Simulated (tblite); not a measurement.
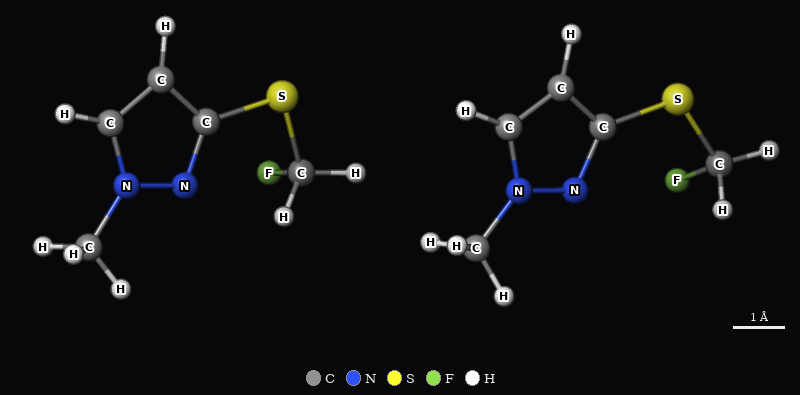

Two geometries of C₅H₇FN₂S, drawn at one scale. One is the start of a relaxation, the other its converged end. A ball-and-stick model, seen at a tilt.

These are results of GFN2-xTB geometry optimisation, gas phase (tblite 0.8.0), not measurements. 

**Which one is relaxed?**

The left one is the relaxed one. An H atom moves most after the best rigid fit: 0.78 Å. Largest moves by element: H 0.78 Å, C 0.42 Å, N 0.22 Å, F 0.22 Å, S 0.17 Å. Near-neighbour distances that change, for instance: C–H 1.113 → 1.071 Å, C–N 1.363 → 1.323 Å, C–C 1.374 → 1.405 Å, C–F 1.392 → 1.361 Å. Bond angles that change, for instance: C–S–C 114.1° → 99.8°, S–C–H 115.2° → 107.6°, C–C–H 121.4° → 127.2°. After 74 geometry steps the energy has fallen by 0.636 eV.
